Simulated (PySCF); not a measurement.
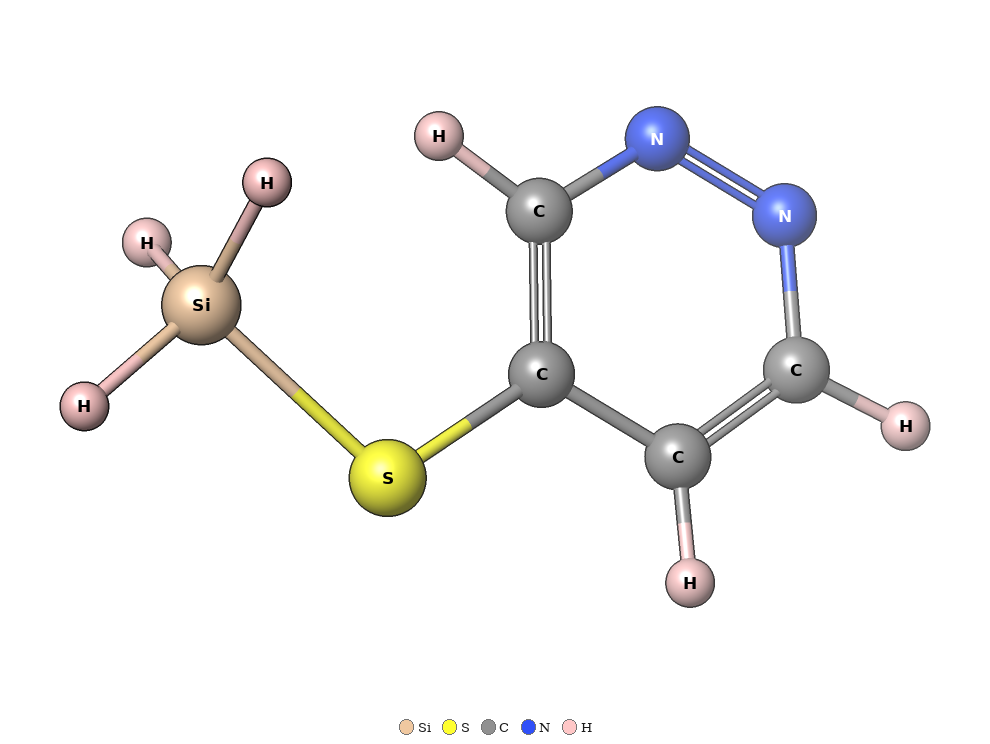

Orthographic view. Atoms fade into the background with distance from the viewer. Geometry: an end point of a reaction path computed with GFN2-xTB.

Question: Give the standard InChI.

Answer: InChI=1S/C4H6N2SSi/c8-7-4-1-2-5-6-3-4/h1-3H,8H3
